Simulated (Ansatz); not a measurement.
# AlH4+ (triplet): one geometry, many settings

Aim: run AlH4+ (triplet) at one geometry under a spread of methods and options, and see what each costs and gives.

Program: Ansatz 0.2.0, Gaussian basis. Level of theory: the settings change from run to run. These are calculated values, not measurements.

9 further runs of the same task are left out: 3 for a known fault of the program, 1 that didn't finish, 5 set aside as unsound or not needed.

**1. What is computed**

The geometry is a PBE0/def2-TZVP stationary point (not a proven minimum).

5 atoms, charge 1, spin multiplicity 3.

Atoms are counted from 1 here; the program's logs count them from 0.

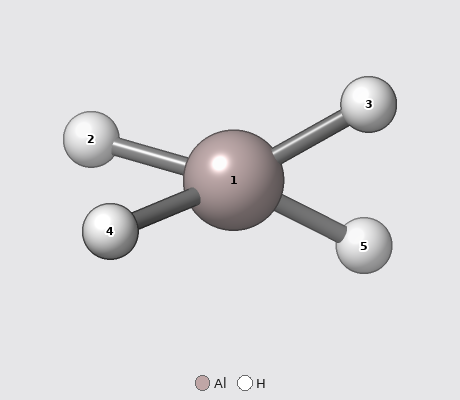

The structure; aluminium light grey, hydrogen white; atoms are numbered from 1 in the order of the file.

Geometry (Å):

```xyz
5
charge 1, multiplicity 3
Al    0.0000    0.0000    0.0000
H     0.6212    1.4104    0.6259
H    -0.6250   -1.4074    0.6289
H    -0.6299    1.4035   -0.6327
H     0.6337   -1.4065   -0.6222
```

**2. NEVPT4(SD)(6,7)/STO-3G**

Input file in.yaml:

```yaml
crystal:
  periodic: [false, false, false]
  atoms:
    - {symbol: Al, position_ang: [0.000000, 0.000000, 0.000000]}
    - {symbol: H, position_ang: [0.621180, 1.410429, 0.625916]}
    - {symbol: H, position_ang: [-0.624953, -1.407416, 0.628935]}
    - {symbol: H, position_ang: [-0.629895, 1.403521, -0.632699]}
    - {symbol: H, position_ang: [0.633669, -1.406534, -0.622152]}
basis:
  gaussian: {orbitals: STO-3G}
total_charge: 1
magnetization: {spin_polarized: false, initial_magnetization: 2}
correlation: {method: fic_nevpt4_sd, electrons: outside_noble_gas, active_space: {window: {electrons: 6, orbitals: 7}}}
accuracy: high
```

The run is started by

```sh
> ansatz run in.yaml --threads 1 --pin off --events-out ev --progress --plain --max-ram 2393MiB
```

Log:

```text
Functional definition: HF
  name "HF"
  cite "Fock, Z. Phys. 61, 126 (1930) doi:10.1007/BF01340294"
  parent pbe
  exchange = exact_x
  correlation = 0
204 factors; integrals over basis functions are off by at most 1.4e-8 eV
mean field evaluation 1: about -6554.0397 eV, gradient 7.8e0 eV
mean field evaluation 2: about -6554.0520 eV, gradient 7.8e0 eV
mean field evaluation 4: about -6554.3143 eV, gradient 2.6e-1 eV
mean field evaluation 8: about -6554.3144 eV, gradient 1.7e-5 eV
mean field -6554.31440197 eV, -240.8666115984 hartree, gradient 2.8e-8 eV, S^2 2.000000; 0 other end points of the search recorded, 0 dependent functions left out
reference -6554.31440197 eV, -240.8666115984 hartree; 9, 7 occupied and 4, 6 virtual orbitals, 204 factors
state -6556.06093932 eV, -240.9307956621 hartree
state -6556.06093932 eV, -240.9307956621 hartree; corrected -6556.35315855 eV, -240.9415345211 hartree
Total energy: -6556.35315855 eV, -240.9415345211 hartree
```

It took 4.3 s on 1 thread of Arm Neoverse V2, shared host.

From the report: 617 determinants; active occupations 1.96, 1.93, 1.00, 1.00, 0.07, 0.02, 0.02.

**3. CCSD/cc-pVDZ**

in.yaml: that of step 2 with these lines changed.

```diff
@@ -9,6 +9,9 @@
 basis:
-  gaussian: {orbitals: STO-3G}
+  gaussian: {orbitals: cc-pVDZ, fitting: {mean_field: def2-universal-jkfit}}
 total_charge: 1
 magnetization: {spin_polarized: false, initial_magnetization: 2}
-correlation: {method: fic_nevpt4_sd, electrons: outside_noble_gas, active_space: {window: {electrons: 6, orbitals: 7}}}
+hamiltonian: {xc: {name: r2SCAN}}
+correlation: {method: ccsd, electrons: outside_noble_gas}
 accuracy: high
+scf: {lower_state_search: light}
+output: {forces: true}
```

Same command.

Log, shortened:

```text
Functional definition: r2SCAN
  name "r2SCAN"
  cite "Furness, Kaplan, Ning, Perdew & Sun, J. Phys. Chem. Lett. 11, 8208 (2020) doi:10.1021/acs.jpclett.0c02405"
  cite "Furness, Kaplan, Ning, Perdew & Sun, J. Phys. Chem. Lett. 11, 9248 (2020) doi:10.1021/acs.jpclett.0c03077"
  parent r2scan
[...]
200 factors; integrals over basis functions are off by at most 4.1e-1 eV
[...]
mean field -6647.60719289 eV, -244.2950584288 hartree, gradient 4.0e-8 eV, S^2 2.000000; 0 other end points of the search recorded, 0 dependent functions left out
5 core orbitals not correlated: weight in the atoms' cores, before any rotation towards them, 1.000 or more for the frozen orbitals, at most 0.000 for the correlated occupied ones
reference -6632.71359567 eV, -243.7477288262 hartree; 4, 2 occupied and 29, 31 virtual orbitals, 200 factors
second order -2.01583487 eV of doubles, -0.26130722 eV of singles
cycle   1  -2.73167798 eV  change   -4.5e-1 eV  update   5.4e-2
[...]
cycle  21  -2.92363196 eV  change  -2.5e-10 eV  update  2.4e-10
[...]
Total energy: -6635.63722763 eV, -243.8551703190 hartree
Atom 0 at     0.000000     0.000000     0.000000 Å, force     0.000000    -0.000001     0.000000 eV/Å
Atom 1 at     0.621180     1.410429     0.625916 Å, force     0.049645     0.071552     0.049994 eV/Å
Atom 2 at    -0.624953    -1.407416     0.628935 Å, force    -0.049946    -0.071311     0.050038 eV/Å
Atom 3 at    -0.629895     1.403521    -0.632699 Å, force    -0.050086     0.071001    -0.050338 eV/Å
Atom 4 at     0.633669    -1.406534    -0.622152 Å, force     0.050387    -0.071241    -0.049694 eV/Å
Dipole moment:     0.000000    -0.000000     0.000000 e Å
```

It took 9 s on 1 thread of Arm Neoverse V2, shared host.

From the report: correlation -2.9236 eV; T1 0.029; largest double amplitude 0.05. The orbitals are Kohn-Sham ones, so correlation energy and T1 don't compare with those on Hartree-Fock orbitals.

**4. BCCD(T) on ROHF/6-31G***

in.yaml: that of step 3 with these lines changed.

```diff
@@ -9,9 +9,6 @@
 basis:
-  gaussian: {orbitals: cc-pVDZ, fitting: {mean_field: def2-universal-jkfit}}
+  gaussian: {orbitals: "6-31G*"}
 total_charge: 1
 magnetization: {spin_polarized: false, initial_magnetization: 2}
-hamiltonian: {xc: {name: r2SCAN}}
-correlation: {method: ccsd, electrons: outside_noble_gas}
-accuracy: high
-scf: {lower_state_search: light}
+correlation: {method: bccd_t, electrons: outside_noble_gas}
 output: {forces: true}
```

The command is unchanged.

Log, shortened:

```text
Functional definition: HF
  name "HF"
  cite "Fock, Z. Phys. 61, 126 (1930) doi:10.1007/BF01340294"
  parent pbe
[...]
293 factors; integrals over basis functions are off by at most 5.6e-4 eV
[...]
mean field -6632.33641209 eV, -243.7338675851 hartree, gradient 8.4e-7 eV, S^2 2.000000; 0 other end points of the search recorded, 0 dependent functions left out
[...]
5 core orbitals not correlated: weight in the atoms' cores, before any rotation towards them, 1.000 or more for the frozen orbitals, at most 0.000 for the correlated occupied ones
reference -6632.33641209 eV, -243.7338675851 hartree; 4, 2 occupied and 18, 20 virtual orbitals, 293 factors
second order -1.39503763 eV of doubles, -0.15455283 eV of singles
cycle   1  -1.95709522 eV  change   -4.0e-1 eV  update   5.8e-2
[...]
cycle  11  -2.16363493 eV  change   -4.4e-7 eV  update   7.9e-7
perturbative correction -0.03833317 eV, -0.0014087179 hartree
[...]
Total energy: -6634.53838018 eV, -243.8147884199 hartree
Atom 0 at     0.000000     0.000000     0.000000 Å, force    -0.000000    -0.000001    -0.000000 eV/Å
Atom 1 at     0.621180     1.410429     0.625916 Å, force     0.192008     0.054423     0.193202 eV/Å
Atom 2 at    -0.624953    -1.407416     0.628935 Å, force    -0.193166    -0.053497     0.192303 eV/Å
Atom 3 at    -0.629895     1.403521    -0.632699 Å, force    -0.192338     0.052301    -0.193460 eV/Å
Atom 4 at     0.633669    -1.406534    -0.622152 Å, force     0.193497    -0.053226    -0.192046 eV/Å
Dipole moment:     0.000000    -0.000000     0.000000 e Å
```

It took 0.66 s on 1 thread of Arm Neoverse V2, shared host.

From the report: correlation -2.2020 eV; largest double amplitude 0.06.

**5. CCSDT/cc-pVDZ**

in.yaml: that of step 4 with these lines changed.

```diff
@@ -9,6 +9,7 @@
 basis:
-  gaussian: {orbitals: "6-31G*"}
+  gaussian: {orbitals: cc-pVDZ, fitting: {mean_field: def2-universal-jkfit}}
 total_charge: 1
-magnetization: {spin_polarized: false, initial_magnetization: 2}
-correlation: {method: bccd_t, electrons: outside_noble_gas}
+magnetization: {spin_polarized: true, initial_magnetization: 2}
+hamiltonian: {xc: {name: r2SCAN}}
+correlation: {method: ccsdt, electrons: valence}
 output: {forces: true}
```

The command is unchanged.

Log, shortened:

```text
Functional definition: r2SCAN
  name "r2SCAN"
  cite "Furness, Kaplan, Ning, Perdew & Sun, J. Phys. Chem. Lett. 11, 8208 (2020) doi:10.1021/acs.jpclett.0c02405"
  cite "Furness, Kaplan, Ning, Perdew & Sun, J. Phys. Chem. Lett. 11, 9248 (2020) doi:10.1021/acs.jpclett.0c03077"
  parent r2scan
[...]
200 factors; integrals over basis functions are off by at most 4.1e-1 eV
[...]
mean field -6647.72568571 eV, -244.2994129596 hartree, gradient 2.7e-6 eV, S^2 2.013719; 0 other end points of the search recorded, 0 dependent functions left out
5 core orbitals not correlated: weight in the atoms' cores, before any rotation towards them, 1.000 or more for the frozen orbitals, at most 0.000 for the correlated occupied ones
reference -6633.00272623 eV, -243.7583541782 hartree; 4, 2 occupied and 29, 31 virtual orbitals, 200 factors
second order -1.90388637 eV of doubles, -0.10056800 eV of singles
cycle   1  -2.43036105 eV  change   -4.2e-1 eV  update   5.7e-2
[...]
cycle  14  -2.70642746 eV  change    5.1e-7 eV  update   3.0e-7
[...]
Total energy: -6635.70915369 eV, -243.8578135530 hartree
Atom 0 at     0.000000     0.000000     0.000000 Å, force     0.000000    -0.000001     0.000000 eV/Å
Atom 1 at     0.621180     1.410429     0.625916 Å, force     0.060781     0.089131     0.061210 eV/Å
Atom 2 at    -0.624953    -1.407416     0.628935 Å, force    -0.061150    -0.088837     0.061271 eV/Å
Atom 3 at    -0.629895     1.403521    -0.632699 Å, force    -0.061331     0.088457    -0.061638 eV/Å
Atom 4 at     0.633669    -1.406534    -0.622152 Å, force     0.061700    -0.088750    -0.060843 eV/Å
Dipole moment:    -0.000000    -0.000000     0.000000 e Å
```

Run time: 12 s. Hardware: 1 thread of Arm Neoverse V2, shared host; peak memory 0.25 GiB.

From the report: ⟨S²⟩ of the determinant 2.014 (pure triplet: 2.00); correlation -2.7064 eV; T1 0.013; largest double amplitude 0.06. The orbitals are Kohn-Sham ones, so correlation energy and T1 don't compare with those on Hartree-Fock orbitals.

**6. CCSDT(Q) on UHF/cc-pVDZ**

in.yaml: that of step 5 with these lines changed.

```diff
@@ -9,7 +9,7 @@
 basis:
-  gaussian: {orbitals: cc-pVDZ, fitting: {mean_field: def2-universal-jkfit}}
+  gaussian: {orbitals: cc-pVDZ}
 total_charge: 1
 magnetization: {spin_polarized: true, initial_magnetization: 2}
-hamiltonian: {xc: {name: r2SCAN}}
-correlation: {method: ccsdt, electrons: valence}
+correlation: {method: ccsdt_q, electrons: outside_noble_gas, diis_vectors: 4}
+accuracy: high
 output: {forces: true}
```

Same command.

Log, shortened:

```text
Functional definition: HF
  name "HF"
  cite "Fock, Z. Phys. 61, 126 (1930) doi:10.1007/BF01340294"
  parent pbe
[...]
813 factors; integrals over basis functions are off by at most 2.8e-9 eV
[...]
mean field -6633.19819301 eV, -243.7655374499 hartree, gradient 6.5e-9 eV, S^2 2.041493; 0 other end points of the search recorded, 0 dependent functions left out
5 core orbitals not correlated: weight in the atoms' cores, before any rotation towards them, 1.000 or more for the frozen orbitals, at most 0.000 for the correlated occupied ones
reference -6633.19819301 eV, -243.7655374499 hartree; 4, 2 occupied and 29, 31 virtual orbitals, 813 factors
second order -1.76320462 eV of doubles, -0.00000000 eV of singles
cycle   1  -2.20550601 eV  change   -4.4e-1 eV  update   6.2e-2
[...]
cycle  25  -2.54376065 eV  change   3.1e-10 eV  update  3.8e-10
perturbative correction -0.00092740 eV, -0.0000340814 hartree
[...]
Total energy: -6635.74288107 eV, -243.8590530111 hartree
Atom 0 at     0.000000     0.000000     0.000000 Å, force     0.000000    -0.000001     0.000000 eV/Å
Atom 1 at     0.621180     1.410429     0.625916 Å, force     0.059031     0.087932     0.059449 eV/Å
Atom 2 at    -0.624953    -1.407416     0.628935 Å, force    -0.059389    -0.087646     0.059514 eV/Å
Atom 3 at    -0.629895     1.403521    -0.632699 Å, force    -0.059574     0.087277    -0.059871 eV/Å
Atom 4 at     0.633669    -1.406534    -0.622152 Å, force     0.059931    -0.087562    -0.059092 eV/Å
Dipole moment:     0.000000    -0.000000     0.000000 e Å
```

Run time: 39 s. Hardware: 1 thread of Arm Neoverse V2, shared host; peak memory 0.75 GiB.

From the report: ⟨S²⟩ of the determinant 2.041 (pure triplet: 2.00); correlation -2.5447 eV; T1 0.021; largest double amplitude 0.06.

**7. The runs in one table**

Where basis and cores are those of an earlier FCI/cc-pVDZ run (-6635.7431 eV), and the state is the same kind, the miss against it is given.

```
                             level         correlated  functions  energy (eV)  from FCI (meV)    time
            NEVPT4(SD)(6,7)/STO-3G  outside noble gas         13   -6556.3532                   4.3 s
 CCSD/cc-pVDZ (on r2SCAN orbitals)  outside noble gas         38   -6635.6372           105.9     9 s
            BCCD(T) on ROHF/6-31G*  outside noble gas         27   -6634.5384                  0.66 s
CCSDT/cc-pVDZ (on r2SCAN orbitals)            valence         38   -6635.7092            33.9    12 s
           CCSDT(Q) on UHF/cc-pVDZ  outside noble gas         38   -6635.7429             0.2    39 s
```

**8. Summary of results**

| quantity | value |
| --- | --- |
| runs | 5 |
| quickest | BCCD(T) on ROHF/6-31G*, 0.66 s |
| slowest | CCSDT(Q) on UHF/cc-pVDZ, 39 s |

Total energies in different bases, with other cores or another treatment of relativity can't be set against each other. CCSDT(Q) on UHF/cc-pVDZ took 58 times as long as BCCD(T) on ROHF/6-31G*; the jobs differ in more than the method. Among the correlated runs with a miss given, it spans +0 to +106 meV. Cores frozen from Kohn-Sham orbitals shift the total energy.
